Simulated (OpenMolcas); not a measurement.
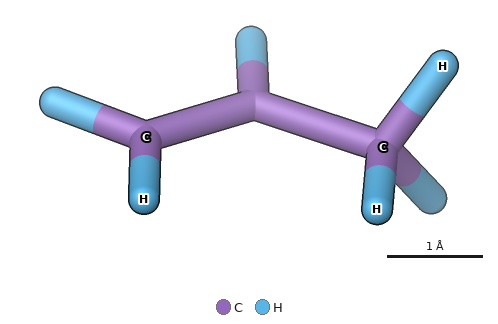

**Figure 1.** The structure as given in the input (stick view, seen at a tilt). Bond lengths as drawn: C–C 1.33 to 1.49 Å and C–H 1.08 to 1.09 Å.

# Run report: C3H6 (charge +1), single-point calculation (part 1 of 2)

System: C3H6, charge +1, multiplicity 2.
Method: N12/aug-pcseg-1, UKS (OpenMolcas 26.06).

The geometry is that of the parent species in another charge or spin state. The geometry comes from this level: PBE0-D4/def2-TZVP.

Input:
```
&GATEWAY
  BASLIB = $CurrDir
  COORD = input.xyz
  BASIS = aug-pcseg-1
  GROUP = NoSym

&SEWARD
  MEDIUM

&SCF
  UHF
  CHARGE = 1
  SPIN = 2
  KSDFT = 2
  1.0 GGA_X_N12
  1.0 GGA_C_N12
  PRORBITALS = 1 1
```

File input.xyz:
```
9

C     -1.129400     0.554100    -0.580200
C      0.157600     0.266300    -0.447400
C      0.744900    -0.543600     0.656400
H     -1.864800     0.202700     0.137400
H     -1.495500     1.149800    -1.408200
H      0.857000     0.641500    -1.192300
H      1.261600    -1.425300     0.264300
H      1.490400     0.033400     1.212800
H     -0.021900    -0.879100     1.357300
```

Run on 1 thread of Arm Neoverse V1, 24 GiB of memory available, shared host.

Command:
```bash
export MOLCAS_MEM=1860
pymolcas job.input > job.log
```

Output:
```
--- Start Module: gateway ---

                                              &GATEWAY

                       available to each process: 1.9 GB of memory, 1 thread

 Basis Set     1 Label: C.AUG-PCSEG-1
 Basis set is read from library:.
 basistype.tbl is not found

 Basis Set     2 Label: H.AUG-PCSEG-1
 Basis set is read from library:.
 basistype.tbl is not found

++    Symmetry information:
      ---------------------

                    Character Table for C1

                             E
                    a        1  x, y, xy, Rz, z, xz, Ry, yz, Rx, I
--

++    Basis set information:
      ----------------------

      Basis set label: C.AUG-PCSEG-1.........

      Electronic valence basis set:
      ------------------
      Associated Effective Charge   6.000000 au
      Associated Actual Charge      6.000000 au
      Nuclear Model: Point charge

      Shell  nPrim  nBasis  Cartesian Spherical Contaminant
         s       9       4        X
         p       5       3        X
         d       2       2                 X

      Basis set label: H.AUG-PCSEG-1.........

      Electronic valence basis set:
      ------------------
      Associated Effective Charge   1.000000 au
      Associated Actual Charge      1.000000 au
      Nuclear Model: Point charge

      Shell  nPrim  nBasis  Cartesian Spherical Contaminant
         s       5       3        X
         p       2       2        X
--

++    Molecular structure info:
      -------------------------

                    ************************************************
                    **** Cartesian Coordinates / bohr, angstrom ****
                    ************************************************

     Center  Label                x              y              z                     x              y              z
        1      C1              -2.134257       1.047097      -1.096419             -1.129400       0.554100      -0.580200
        2      C2               0.297821       0.503234      -0.845463              0.157600       0.266300      -0.447400
        3      C3               1.407657      -1.027255       1.240416              0.744900      -0.543600       0.656400
        4      H4              -3.523961       0.383047       0.259648             -1.864800       0.202700       0.137400
        5      H5              -2.826085       2.172807      -2.661112             -1.495500       1.149800      -1.408200
        6      H6               1.619495       1.212259      -2.253120              0.857000       0.641500      -1.192300
        7      H7               2.384078      -2.693427       0.499455              1.261600      -1.425300       0.264300
        8      H8               2.816448       0.063117       2.291860              1.490400       0.033400       1.212800
        9      H9              -0.041385      -1.661258       2.564925             -0.021900      -0.879100       1.357300

                    ***************************************
                    *    InterNuclear Distances / bohr    *
                    ***************************************

               1 C1            2 C2            3 C3            4 H4            5 H5            6 H6
    1 C1       0.000000
    2 C2       2.504749        0.000000
    3 C3       4.723229        2.815143        0.000000
    4 H4       2.052111        3.980168        5.222233        0.000000
    5 H5       2.047954        3.980307        6.586873        3.495871        0.000000
    6 H6       3.931398        2.056949        4.155129        5.784181        4.566432        0.000000
    7 H7       6.078954        4.047211        2.068466        6.665368        7.798412        4.838971
    8 H8       6.079320        4.047219        2.068607        6.665810        7.798776        4.838395
    9 H9       5.012060        4.053497        2.063009        4.649927        7.054508        5.850572

               7 H7            8 H8            9 H9
    7 H7       0.000000
    8 H8       3.316352        0.000000
    9 H9       3.348793        3.348917        0.000000

                    *******************************************
                    *    InterNuclear Distances / angstrom    *
                    *******************************************

               1 C1            2 C2            3 C3            4 H4            5 H5            6 H6
    1 C1       0.000000
    2 C2       1.325456        0.000000
    3 C3       2.499425        1.489709        0.000000
    4 H4       1.085930        2.106214        2.763487        0.000000
    5 H5       1.083730        2.106288        3.485623        1.849935        0.000000
    6 H6       2.080406        1.088490        2.198800        3.060857        2.416452        0.000000
    7 H7       3.216844        2.141692        1.094585        3.527161        4.126742        2.560673
    8 H8       3.217037        2.141696        1.094660        3.527395        4.126935        2.560369
    9 H9       2.652268        2.145018        1.091697        2.460636        3.733085        3.095989

               7 H7            8 H8            9 H9
    7 H7       0.000000
    8 H8       1.754938        0.000000
    9 H9       1.772105        1.772170        0.000000

                    **************************************
                    *    Valence Bond Angles / degree    *
                    **************************************
                          Atom centers                 Phi
                      2 C2       1 C1       4 H4       121.41
                      2 C2       1 C1       5 H5       121.60
                      4 H4       1 C1       5 H5       117.00
                      1 C1       2 C2       3 C3       125.11
                      1 C1       2 C2       6 H6       118.72
                      3 C3       2 C2       6 H6       116.18
                      2 C2       3 C3       7 H7       111.01
                      2 C2       3 C3       8 H8       111.01
                      2 C2       3 C3       9 H9       111.46
                      7 H7       3 C3       8 H8       106.57
                      7 H7       3 C3       9 H9       108.30
                      8 H8       3 C3       9 H9       108.30

           ***************************************************************
           *              Valence Dihedral Angles / degree               *
           ***************************************************************
                    Atom centers                       Phi1     Phi2     Theta
           4 H4       1 C1       2 C2       6 H6        121.41   118.72  -179.98
           5 H5       1 C1       2 C2       6 H6        121.60   118.72     0.02
           3 C3       2 C2       1 C1       4 H4        125.11   121.41     0.01
           3 C3       2 C2       1 C1       5 H5        125.11   121.60  -179.99
           1 C1       2 C2       3 C3       7 H7        125.11   111.01   120.81
           1 C1       2 C2       3 C3       8 H8        125.11   111.01  -120.84
           1 C1       2 C2       3 C3       9 H9        125.11   111.46    -0.02
           6 H6       2 C2       3 C3       7 H7        116.18   111.01   -59.20
           6 H6       2 C2       3 C3       8 H8        116.18   111.01    59.15
           6 H6       2 C2       3 C3       9 H9        116.18   111.46   179.97
--

            Nuclear Potential Energy             70.99812084 au

--- Stop Module: gateway /rc=_RC_ALL_IS_WELL_ ---

--- Start Module: seward ---

                                              &SEWARD

                       available to each process: 1.9 GB of memory, 1 thread

               SEWARD will generate:
                  Multipole Moment integrals up to order  2
                  Kinetic Energy integrals
                  Nuclear Attraction integrals (point charge)
                  One-Electron Hamiltonian integrals
                  Velocity integrals
                  Orbital angular momentum around ( -0.1121   0.1367  -0.1834 )
                  Velocity quadrupole around ( -0.1121   0.1367  -0.1834 )
                  Cholesky decomposed two-electron repulsion integrals
                   - CD Threshold:   1.00E-06

                   Integrals are discarded if absolute value <: 1.00E-40
                   Integral cutoff threshold is set to       <: 1.00E-40

            Nuclear Potential Energy             70.99812084 au

      Basis set specifications :
      Symmetry species         a
      Basis functions          123

--- Stop Module: seward /rc=_RC_ALL_IS_WELL_ ---
--- Module seward spent 4 seconds ---

--- Start Module: scf ---

                                                &SCF

                       available to each process: 1.9 GB of memory, 1 thread

++    Input section:
      --------------

      Header of the integral files:

      Cartesian coordinates in angstrom:
      -----------------------------------------------------
      No.  Label        X            Y            Z
      -----------------------------------------------------
       1   C1        -1.12940000   0.55410000  -0.58020000
       2   C2         0.15760000   0.26630000  -0.44740000
       3   C3         0.74490000  -0.54360000   0.65640000
       4   H4        -1.86480000   0.20270000   0.13740000
       5   H5        -1.49550000   1.14980000  -1.40820000
       6   H6         0.85700000   0.64150000  -1.19230000
       7   H7         1.26160000  -1.42530000   0.26430000
       8   H8         1.49040000   0.03340000   1.21280000
       9   H9        -0.02190000  -0.87910000   1.35730000
      -----------------------------------------------------
      Nuclear repulsion energy =   70.99812084
--

++    Orbital specifications:
      -----------------------

      Symmetry species               1
                                     a
      Frozen orbitals                0
      Start temperature = 0.500
      End temperature   = 0.010
      Temperature Factor= 0.460
      Deleted orbitals               0
      Total number of orbitals     123
      Number of basis functions    123
--

      Molecular charge                           1.000

      Numerical integration parameters
      --------------------------------
      Radial quadrature type:                         MHL
      Size of radial grid:                            75
      Lebedev angular grid:                           29
      Angular grid pruned with the crowding factor:  3.00E+00
                                 and fading factor:  6.00E+00
      Screening threshold for integral computation:   1.00E-11
      Radial quadrature accuracy:                     1.00E-25
      Maximum batch size:                             128
      AO values are stored on disk
      The same grid will be used for all iterations.

      DFT functional specifications
      -----------------------------
      Using Libxc version: 6.2.2
      Please cite the following reference:
      S. Lehtola, C. Steigemann, M. J.T. Oliveira, and M. A.L. Marques.,  SoftwareX 7, 1–5 (2018) doi:10.1016/j.softx.2017.11.002

      * Minnesota N12 exchange functional
      * Minnesota N12 correlation functional

++    Optimization specifications:
      ----------------------------

      SCF Algorithm: LK-Cholesky USCF
      LK screening threshold:                     4.50E-02
      Local-Exchange (LK) algorithm.
       - the density matrix is decomposed
      D(i)-D(i-1) density differences are used
      Number of density matrices in core                 5
      Maximum number of NDDO SCF iterations            400
      Maximum number of HF SCF iterations              400
      Threshold for SCF energy change             1.00E-09
      Threshold for density matrix                1.00E-04
      Threshold for Fock matrix                   1.50E-04
      Threshold for linear dependence             1.00E-09
      Threshold at which DIIS is turned on        1.50E-01
      Maximum depth in the DIIS procedure                5
      Maximum depth in the BFGS Hessian update          30
      Threshold at which QNR/C2DIIS is turned on  7.50E-02
      Threshold for Norm(delta) (QNR/C2DIIS)      1.00E-03
      All orbitals punched on: UHFORB
--

      Input vectors read from INPORB
      Orbital file label: *Guess orbitals

++ Convergence information
                               UHF [...]      iterations: Energy and convergence statistics

Iter     Tot. [...]      One-elec.       Two-elec.     Energy      Max Dij or  Max Fij      DNorm      TNorm      AccCon     Time
         Energy          Energy          Energy        Change      Delta Norm                                                in Sec.
   1  -113.024201125  -301.839037659   117.816715689   0.00E+00    1.86E-01*   3.27E-01*    3.20E+01   1.23E+02   None         2.
   2  -112.557196198  -286.293576806   102.738259764   4.67E-01*   1.80E-01*   1.68E-02*    1.69E+03   1.15E+02   EDIIS        1.
   3  -116.794934069  -310.927273721   123.134218807  -4.24E+00*   1.82E-01*   9.04E-02*    2.20E+02   1.26E+02   EDIIS        1.
   4  -117.156533690  -303.845350643   115.690696109  -3.62E-01*   5.65E-01*   1.21E-01*    6.32E+01   1.23E+02   EDIIS        1.
   5  -116.929051610  -315.170745836   127.243573381   2.27E-01*   1.20E-01*   9.37E-02*    1.35E+01   1.27E+02   EDIIS        1.
   6  -117.482650762  -309.823687504   121.342915898  -5.54E-01*   6.46E-01*   5.40E-02*    7.66E+00   1.25E+02   EDIIS        1.
   7  -117.412703816  -308.732518960   120.321694300   6.99E-02*   5.42E-02*   3.28E-02*    1.72E+00   1.25E+02   EDIIS        1.
   8  -117.507317543  -308.692542595   120.187104207  -9.46E-02*   9.51E-02*   1.22E-02*    5.36E-01   1.25E+02   EDIIS        1.
   9  -117.507402810  -309.597655806   121.092132152  -8.53E-05*   8.85E-03*   8.27E-03*    4.21E-01   1.25E+02   EDIIS        1.

       Fermi aufbau procedure completed!
      nOcc(alpha)=   12
      nOcc(beta) =   11
```
